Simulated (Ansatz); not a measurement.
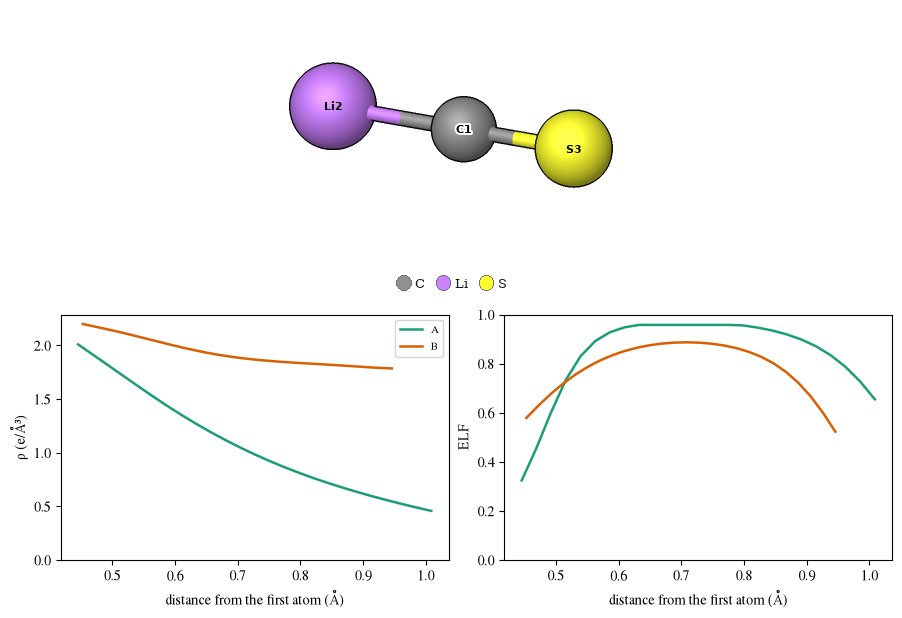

The picture shows: CLiS (SMILES [Li][C]=S) (doublet). Total electron density and electron localisation function along straight lines between neighbouring atoms. The curves leave out the atomic cores. The structure is drawn too.

Geometry: PBE0-D3(BJ)/def2-SVP.

Level of theory: isolated molecule in a Gaussian basis; Kohn-Sham density functional theory, functional PBE0 in Ansatz.

```xyz
3

C     0.0000    0.0000   -0.1002
Li    0.0000    0.0000    1.7763
S     0.0000    0.0000   -1.6761
```

Which curve belongs to which contact (C–Li and C–S)? The first atom named is at distance zero.

Answer. Curve A: C–Li (1.88 Å): the density is about 0.56 e/Å³ at the midpoint; the ELF peaks at about 0.95 in the valence shell of C, 0.6 Å from its nucleus, and is about 0.85 at the midpoint. Curve B: C–S (1.58 Å): the density is about 1.8 e/Å³ at the midpoint; the ELF peaks at about 0.90 between the atoms; a covalent bond.
